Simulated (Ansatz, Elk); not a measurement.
# How far do independent atoms describe LaCr?

The structure of LaCr used here is made up (a known structure type with other elements) and was relaxed beforehand with PBEsol. The aim is the Fourier transform of its all-electron density, F(hkl), set beside the sum over free spherical atoms that refinements use.

Main program and level: Elk 11.2.3 (patched build); DFT, PBE, all-electron APW+lo, Dirac cores, scalar-relativistic bands, static density, ferromagnetic start.

The structure was built from a prototype and need not be the compound's stable phase.

## 1. The structure

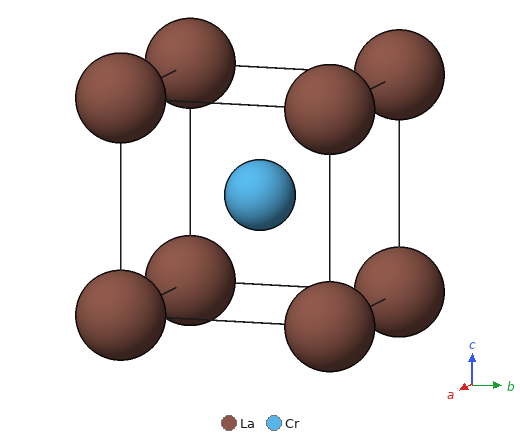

Start, viewed slightly off an axis; lanthanum brown, chromium blue. Some periodic images of atoms are drawn too.

## 2. Ground state and structure factors

An all-electron density is needed, since X-rays see the cores too. Task 0 finds the density and task 195 Fourier-transforms it; tshift is off so that phases refer to the origin typed.

The input, elk.in:

```
tasks
  0
  195
  196

xctype
  20

spinpol
  .true.

rgkmax
  7.0

gmaxvr
  14.0

lmaxo
  7

lmaxapw
  8

swidth
  0.002

tshift
  .false.

ramdisk
  .false.

hmaxvr
  5.5

maxscl
  120

epspot
  1e-06

reducebf
  0.8

sppath
  './'

avec
  6.90415065334 0.00000000000 -0.00000000000
  0.00000000000 6.90415065334 -0.00000000000
  -0.00000000000 -0.00000000000 6.90415065334

atoms
  2
  'La.in'
  1
  -0.0000000000 0.0000000000 0.0000000000   0.000000 0.000000 0.000000
  'Cr.in'
  1
  0.5000000000 0.5000000000 0.5000000000   0.000000 0.000000 -0.170000

ngridk
  5 5 5
```

The run is started by

```console
$ OMP_NUM_THREADS=4 elk
```

Numbers of over 12 decimals in the logs are rounded to 6 here.

Output:

```text
┌─────────────────────────┐
│ Elk code version 11.2.3 │
└─────────────────────────┘

All units are atomic (Hartree, Bohr, etc.)

┌─────────────────────────────────────────────────┐
│ Ground-state run starting from atomic densities │
└─────────────────────────────────────────────────┘

Lattice vectors :
   6.904150653       0.000000000      -0.000000000
   0.000000000       6.904150653      -0.000000000
  -0.000000000      -0.000000000       6.904150653

Reciprocal lattice vectors :
  0.9100591257       0.000000000       0.000000000
   0.000000000      0.9100591257       0.000000000
   0.000000000       0.000000000      0.9100591257

Unit cell volume      :    329.1021945
Brillouin zone volume :   0.7537178955

Muffin-tin inner radius fraction :   0.1000000000E-01

Nuclei treated as point charges

Species : 1 (La)
 parameters loaded from : La.in
 name : lanthanum
 nuclear charge    :   -57.00000000
 electronic charge :    57.00000000
 atomic mass :    253209.2366
 muffin-tin radius :    2.800000000
 number of radial points in muffin-tin :   1393
 inner part over the whole radius :   0.9924947902E-02
 number on inner part of muffin-tin    :    996
 approximate nuclear radius :   0.9226798129E-04
 number of mesh points to nuclear radius :    505
 atomic positions (lattice), magnetic fields (Cartesian) :
  1 :   0.00000000  0.00000000  0.00000000    0.00000000  0.00000000  0.00000000

Species : 2 (Cr)
 parameters loaded from : Cr.in
 name : chromium
 nuclear charge    :   -24.00000000
 electronic charge :    24.00000000
 atomic mass :    94783.09202
 muffin-tin radius :    2.400000000
 number of radial points in muffin-tin :    993
 inner part over the whole radius :   0.9857795597E-02
 number on inner part of muffin-tin    :    699
 approximate nuclear radius :   0.6987106690E-04
 number of mesh points to nuclear radius :    328
 atomic positions (lattice), magnetic fields (Cartesian) :
  1 :   0.50000000  0.50000000  0.50000000    0.00000000  0.00000000 -0.17000000

Total number of atoms per unit cell :    2
Total muffin-tin volume :    149.8581584
 ratio of muffin-tin to unit cell volume :   0.4553544792

Spin treatment :
 spin-polarised
 global magnetic field (Cartesian) :    0.000000000       0.000000000       0.000000000
 collinear magnetisation in z-direction

Number of Bravais lattice symmetries :   48
Number of crystal symmetries         :   48
Crystal has inversion symmetry
Real symmetric eigensolver will be used

k-point grid :      5     5     5
k-point offset :    0.000000000       0.000000000       0.000000000
k-point set is reduced with full crystal symmetry group
Total number of k-points :       10

Muffin-tin radius times maximum |G+k| :    7.000000000
 using average radius
Maximum |G+k| for APW functions       :    2.692307692
Maximum (1/2)|G+k|²                   :    3.624260355
Maximum |G| for potential and density :    14.00000000
Constant for pseudocharge density :   10
 order of it for each species :   17  17
 order of it for pair densities of each species (exact exchange by exxq0 0: 18) :   11   8
Radial integration step length :    1

G-vector grid sizes :     32    32    32
Number of G-vectors :    15275

Maximum angular momentum used for
 APW functions            :    8
 outer part of muffin-tin :    7
 inner part of muffin-tin :    2

Total nuclear charge    :   -81.00000000
Total core charge       :    56.00000000
Total valence charge    :    25.00000000
Total excess charge     :    0.000000000
Total electronic charge :    81.00000000

Effective Wigner radius, rₛ :   0.9898872186

Number of empty states         :     24
Total number of valence states :     74
Total number of core states    :     56

Third-order local-orbitals added for an l without core states : T
Total number of local-orbitals :     36

Exchange-correlation functional :     20     0     0
 Perdew-Burke-Ernzerhof, Phys. Rev. Lett. 77, 3865 (1996)
 gradient requirement :    1
 generalised gradient approximation (GGA)

Smearing type :    3
[...]
atom 1                    :   0.5053283898E-01
  species : 2 (Cr)
   atom 1                    :    1.363750064
 total in muffin-tins        :    1.414282903
 total moment                :    1.673156689

RMS change in Kohn-Sham potential (target) :    3.364247616     (  0.1000000000E-05)
Absolute change in total energy (target)   :   0.2617453864     (  0.1000000000E-03)

[... loops 3 to 24 left out ...]

┌──────────────────┐
│ Loop number : 25 │
└──────────────────┘

Energies :
 Fermi                       :     0.307541
 sum of occupied eigenvalues :     -5853.7723636769
 electron kinetic            :      10156.735695847
 core electron kinetic       :      10002.496769637
 Coulomb                     :     -19452.222452916
 Coulomb potential           :     -15680.513667455
 nuclear-nuclear             :     -944.84899942466
 electron-nuclear            :     -21354.817443678
 Hartree                     :      2847.4439901869
 Madelung                    :     -11611.965619188
 xc potential                :     -329.80428541290
 xc effective B-field        :    -0.190101
 external B-field            :      0.000000
 exchange                    :     -248.80726107386
 correlation                 :     -4.204923
 electron entropic           :    -0.51363866019855E-03
 total energy                :     -9548.4994550033
 (external B-field energy excluded from total)

Density of states at Fermi energy :    41.08253419
 (states/Hartree/unit cell)

Estimated indirect band gap :   0.2988276259E-02
 from k-point 10 to k-point 5
Estimated direct band gap   :   0.2376213696E-01
 at k-point 9

Charges :
 core                        :    56.00000000
 valence                     :    25.00000000
 interstitial                :    3.704765122
 muffin-tins (core leakage)
  species : 1 (La)
   atom 1                    :    54.73016762     (  0.2204841473E-03)
  species : 2 (Cr)
   atom 1                    :    22.56506726     ( -0.2234888559E-06)
 total in muffin-tins        :    77.29523488
 total calculated charge     :    80.99972949
 total charge                :    81.00000000
 error                       :   0.2705135628E-03

Moments :
 interstitial                :   0.1288762336
 muffin-tins
  species : 1 (La)
   atom 1                    :  -0.1569725304
  species : 2 (Cr)
   atom 1                    :    3.171536632
 total in muffin-tins        :    3.014564101
 total moment                :    3.143440335

RMS change in Kohn-Sham potential (target) :   0.5733134527E-06 (  0.1000000000E-05)
Absolute change in total energy (target)   :   0.3909434781E-04 (  0.1000000000E-03)

Convergence targets achieved

┌──────────────────┐
│ Loop number : 26 │
└──────────────────┘

Energies :
 Fermi                       :     0.307541
 sum of occupied eigenvalues :     -5853.7723655723
 electron kinetic            :      10156.735677872
 core electron kinetic       :      10002.496764640
 Coulomb                     :     -19452.222444273
 Coulomb potential           :     -15680.513679435
 nuclear-nuclear             :     -944.84899942466
 electron-nuclear            :     -21354.817413205
 Hartree                     :      2847.4439683570
 Madelung                    :     -11611.965604555
 xc potential                :     -329.80425746035
 xc effective B-field        :    -0.190100
 external B-field            :      0.000000
 exchange                    :     -248.80725833766
 correlation                 :     -4.204923
 electron entropic           :    -0.51364581575204E-03
 total energy                :     -9548.4994617511
 (external B-field energy excluded from total)

Density of states at Fermi energy :    41.08370787
 (states/Hartree/unit cell)

Estimated indirect band gap :   0.2987206564E-02
 from k-point 10 to k-point 5
Estimated direct band gap   :   0.2376308519E-01
 at k-point 9

Charges :
 core                        :    56.00000000
 valence                     :    25.00000000
 interstitial                :    3.704767557
 muffin-tins (core leakage)
  species : 1 (La)
   atom 1                    :    54.73016760     (  0.2204841581E-03)
  species : 2 (Cr)
   atom 1                    :    22.56506484     ( -0.2234883585E-06)
 total in muffin-tins        :    77.29523244
 total calculated charge     :    80.99972949
 total charge                :    81.00000000
 error                       :   0.2705129640E-03

Moments :
 interstitial                :   0.1288723660
 muffin-tins
  species : 1 (La)
   atom 1                    :  -0.1569722269
  species : 2 (Cr)
   atom 1                    :    3.171519497
 total in muffin-tins        :    3.014547270
 total moment                :    3.143419636

┌──────────────────────────────┐
│ Self-consistent loop stopped │
└──────────────────────────────┘

Warning : core states of species 1 leak from the muffin-tin :   0.2204841581E-03

Wrote STATE.OUT
```

The job ended after 27 s (4 threads of Intel Xeon Platinum 8375C at 2.90GHz (Ice Lake), shared host; peak memory 0.27 GiB).

SFACRHO.OUT:

```text

h k l indices transformed by vhmat matrix:
   1.000000000       0.000000000       0.000000000    
   0.000000000       1.000000000       0.000000000    
   0.000000000       0.000000000       1.000000000    

      h      k      l  multipl.   |H|            Re(F)            Im(F)           |F|

      0      0      0      1   0.0000000       81.000000      0.15315279E-33   81.000000    
     -1      0      0      6  0.91005913       29.167968     -0.10957141E-13   29.167968    
      1     -1      0     12   1.2870180       63.746223      0.15611075E-14   63.746223    
     -1     -1     -1      8   1.5762686       26.220205     -0.35812771E-13   26.220205    
      0      0     -2      6   1.8201183       56.305913      0.17725119E-13   56.305913    
     -1     -2      0     24   2.0349541       24.199206     -0.31605855E-13   24.199206    
      1     -2      1     24   2.2291805       51.296744      0.12218639E-14   51.296744    
      0      2     -2     12   2.5740359       47.544532     -0.21722665E-14   47.544532    
      0     -3      0      6   2.7301774       21.948205     -0.43802946E-14   21.948205    
     -1      2     -2     24   2.7301774       21.936951     -0.68214899E-14   21.936951    
      3      1      0     24   2.8778596       44.578942     -0.26089900E-13   44.578942    
      1     -3      1     24   3.0183247       21.134377      0.35825922E-14   21.134377    
     -2      2      2      8   3.1525373       42.200220     -0.12133070E-13   42.200220    
     -3      2      0     24   3.2812648       20.408589     -0.12649691E-14   20.408589    
     -3      1      2     48   3.4051295       40.148006     -0.71881108E-14   40.148006    
      0     -4      0      6   3.6402365       38.365030      0.21431962E-13   38.365030    
      2     -2     -3     24   3.7522699       19.096503     -0.33990659E-14   19.096503    
      4     -1      0     24   3.7522699       19.130136      0.19784453E-13   19.130136
```

Elk indexes on the primitive cell of elk.in and gives |H| = 4π sin θ/λ in inverse bohr. Below, one row stands for each form hkl of the conventional cell (m members, Friedel mates merged), F is for one primitive cell and the density is static (no thermal factor). Free-atom factors are Waasmaier and Kirfel's, and R is Σm||F|−|F'||/Σm|F|.

| hkl | m | sin θ/λ (Å⁻¹) | abs F, DFT | neutral atoms | diff. |
| --- | --- | --- | --- | --- | --- |
| 100 | 6 | 0.137 | 29.168 | 28.927 | +0.241 |
| 110 | 12 | 0.194 | 63.746 | 64.130 | -0.384 |
| 111 | 8 | 0.237 | 26.220 | 25.864 | +0.356 |
| 200 | 6 | 0.274 | 56.306 | 56.444 | -0.138 |
| 210 | 24 | 0.306 | 24.199 | 24.087 | +0.112 |
| 211 | 24 | 0.335 | 51.297 | 51.287 | +0.010 |
| 220 | 12 | 0.387 | 47.544 | 47.504 | +0.040 |
| 300 | 6 | 0.411 | 21.948 | 21.980 | -0.032 |
| 221 | 24 | 0.411 | 21.937 | 21.980 | -0.043 |
| 310 | 24 | 0.433 | 44.579 | 44.544 | +0.035 |
| 311 | 24 | 0.454 | 21.134 | 21.192 | -0.058 |
| 222 | 8 | 0.474 | 42.200 | 42.121 | +0.079 |
| 320 | 24 | 0.493 | 20.409 | 20.469 | -0.061 |
| 321 | 48 | 0.512 | 40.148 | 40.078 | +0.070 |
| 400 | 6 | 0.547 | 38.365 | 38.322 | +0.043 |
| 322 | 24 | 0.564 | 19.096 | 19.138 | -0.042 |
| 410 | 24 | 0.564 | 19.130 | 19.138 | -0.008 |
| 411 | 24 | 0.581 | 36.860 | 36.792 | +0.068 |

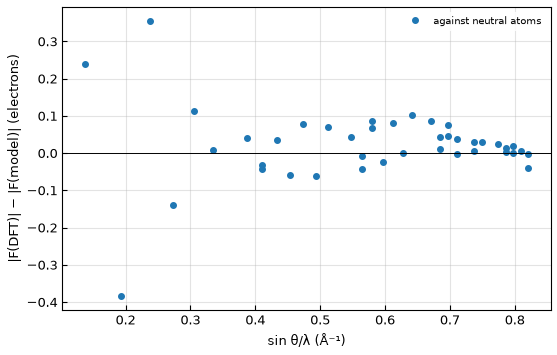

Difference between the calculated structure factors and the independent-atom ones.

## 3. The magnetisation density

The same run holds the spin density, and task 196 transforms it. The order is that of the start, and no other was tried.

SFACMAG_1.OUT:

```text

h k l indices transformed by vhmat matrix:
   1.000000000       0.000000000       0.000000000    
   0.000000000       1.000000000       0.000000000    
   0.000000000       0.000000000       1.000000000    

      h      k      l  multipl.   |H|            Re(F)            Im(F)           |F|

      0      0      0      1   0.0000000       3.1434198     -0.10579336E-33   3.1434198    
     -1      0      0      6  0.91005913      -2.6922927     -0.12836583E-14   2.6922927    
      1     -1      0     12   1.2870180       2.0357336      0.16397633E-15   2.0357336    
     -1     -1     -1      8   1.5762686      -1.5485365     -0.34106926E-14   1.5485365    
      0      0     -2      6   1.8201183       1.1949955      0.14576815E-14   1.1949955    
     -1     -2      0     24   2.0349541      -1.0341866     -0.23564353E-14   1.0341866    
      1     -2      1     24   2.2291805      0.91023199      0.71176749E-16  0.91023199    
      0      2     -2     12   2.5740359      0.66532356     -0.11144997E-15  0.66532356    
      0     -3      0      6   2.7301774     -0.49967481     -0.14857818E-15  0.49967481    
     -1      2     -2     24   2.7301774     -0.57845501     -0.32974668E-15  0.57845501    
      3      1      0     24   2.8778596      0.42772146     -0.98254477E-15  0.42772146    
      1     -3      1     24   3.0183247     -0.39625624      0.14121669E-15  0.39625624    
     -2      2      2      8   3.1525373      0.38719703     -0.42331945E-15  0.38719703    
     -3      2      0     24   3.2812648     -0.30553919     -0.37005217E-16  0.30553919    
     -3      1      2     48   3.4051295      0.26702285     -0.19124815E-15  0.26702285    
      0     -4      0      6   3.6402365      0.11434974      0.27229147E-15  0.11434974
```

The total moment is 3.14 μB a cell; sphere moments: La1 -0.16, Cr2 +3.17 μB. Polarised neutrons measure spin and orbital magnetisation together; without spin-orbit coupling the run gives the spin part. With nearly all of the moment on one atom, abs F_M/F_M(0) is close to a form factor, set here beside ⟨j0⟩ of the free Cr2+ ion, taken for comparison since the valence isn't defined:

| hkl | sin θ/λ (Å⁻¹) | abs F_M (μB) | F_M/F_M(0) | ⟨j0⟩ |
| --- | --- | --- | --- | --- |
| 100 | 0.137 | 2.692 | 0.856 | 0.793 |
| 110 | 0.194 | 2.036 | 0.648 | 0.638 |
| 111 | 0.237 | 1.548 | 0.493 | 0.520 |
| 200 | 0.274 | 1.195 | 0.380 | 0.429 |
| 210 | 0.306 | 1.034 | 0.329 | 0.356 |
| 211 | 0.335 | 0.910 | 0.290 | 0.299 |
| 220 | 0.387 | 0.665 | 0.212 | 0.213 |
| 300 | 0.411 | 0.500 | 0.159 | 0.181 |
| 221 | 0.411 | 0.579 | 0.184 | 0.181 |
| 310 | 0.433 | 0.428 | 0.136 | 0.155 |
| 311 | 0.454 | 0.396 | 0.126 | 0.132 |
| 222 | 0.474 | 0.387 | 0.123 | 0.113 |
| 320 | 0.493 | 0.305 | 0.097 | 0.096 |
| 321 | 0.512 | 0.267 | 0.085 | 0.082 |

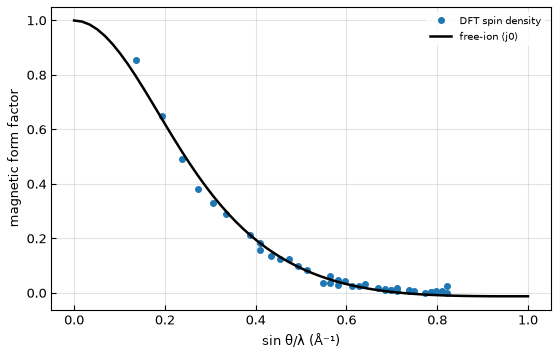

Magnetic form factor from the spin density.

## 4. The highest occupied states alone

An energy window below the Fermi level keeps the highest occupied states, to see at which angles they scatter; shallow core shells can lie inside it and anion s states outside. No new self-consistency is needed.

elk.in, as its differences from that of step 2:

```diff
@@ -1,5 +1,3 @@
 tasks
-  0
   195
-  196
 
@@ -44,2 +42,5 @@
 
+wsfac
+  -0.133450 0.607540
+
 sppath
```

The run is started by

```console
$ OMP_NUM_THREADS=4 elk
```

Output:

```text
┌─────────────────────────────────┐
│ Elk code version 11.2.3 started │
└─────────────────────────────────┘

Info(readinput): the functional depends on the density's gradient
 muffin-tin radial points multiplied by    2.00000
 (not where nrmtscf is given)

┌────────────────────┐
│ Current task : 195 │
└────────────────────┘

Info(sfacrho): density structure factors written to SFACRHO.OUT

 Energy window :  -0.1334500000      0.6075400000

┌──────────────────┐
│ Elk code stopped │
└──────────────────┘
```

The job ended after 3.2 s (4 threads; peak memory 0.19 GiB; 4.9 s of CPU time).

States within 12 eV below the Fermi level hold 9.00 electrons; any levels below the window count with the cores. Their amplitudes can exceed the total, where window and core parts have opposite phase:

| hkl | sin θ/λ (Å⁻¹) | abs F, window | abs F, all |
| --- | --- | --- | --- |
| 100 | 0.137 | 3.097 | 29.168 |
| 110 | 0.194 | 2.423 | 63.746 |
| 111 | 0.237 | 1.679 | 26.220 |
| 200 | 0.274 | 1.571 | 56.306 |
| 210 | 0.306 | 1.247 | 24.199 |
| 211 | 0.335 | 1.131 | 51.297 |
| 220 | 0.387 | 0.823 | 47.544 |
| 300 | 0.411 | 0.686 | 21.948 |
| 221 | 0.411 | 0.701 | 21.937 |
| 310 | 0.433 | 0.604 | 44.579 |

(Part 1 of 2 ends here.)

[Logs are printed without paths, hosts, clocks, repeated set-up lines and the standing remarks that a program may print on its own settings, such as how far it seeks lower states.]

[Hosts, paths, dates, database ids (printed as entryN), source tags and the programs' standing remarks are cut or masked in the printed files.]
